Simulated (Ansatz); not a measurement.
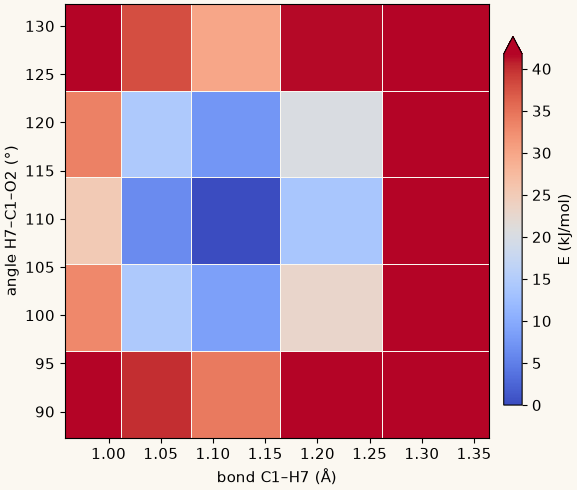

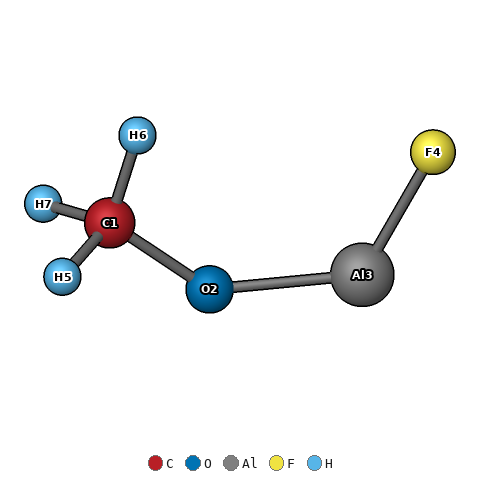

Energy landscape of CH₃AlFO, SMILES C[O][Al][F], spin multiplicity 2. 
- Two internal coordinates are moved rigidly from the geometry relaxed at PBE0-D4/def2-TZVP, all others fixed.
- First axis: bond C1–H7. Second axis: angle H7–C1–O2.
- The grid has 5 × 5 points.
- Points are written as (first, second).
- All energies are given in kJ/mol relative to the lowest grid point.
- Computed with UKS PBE-D4/def2-TZVPP (Ansatz 0.2.0).

The picture shows one coloured cell a grid point, one colour for all values above the top of the scale. The second picture is the structure at the lowest point.

Summarise what can be read from the map.

Answer. The lowest grid point is at (1.118 Å, 109.8°). No other kind of well shows on this grid. The highest grid point, (1.313 Å, 91.8°), lies 79.0 kJ/mol above the lowest. Round the minimum the two coordinates are nearly uncoupled.

The input of one point:

```yaml
crystal:
  periodic: [false, false, false]
  atoms:
    - {symbol: C, position_ang: [0.255843, 0.876394, 0.109131]}
    - {symbol: O, position_ang: [-0.412891, -0.200728, 0.707142]}
    - {symbol: Al, position_ang: [-0.784380, -1.797188, 0.352330]}
    - {symbol: F, position_ang: [-0.310005, -2.486893, -1.076794]}
    - {symbol: H, position_ang: [1.091251, 1.191968, 0.741525]}
    - {symbol: H, position_ang: [0.649607, 0.624620, -0.881436]}
    - {symbol: H, position_ang: [-0.442774, 1.742385, -0.000034]}
basis:
  gaussian: {orbitals: def2-TZVPP}
magnetization: {spin_polarized: true, initial_magnetization: 1}
hamiltonian: {xc: pbe, dispersion: d4}
```
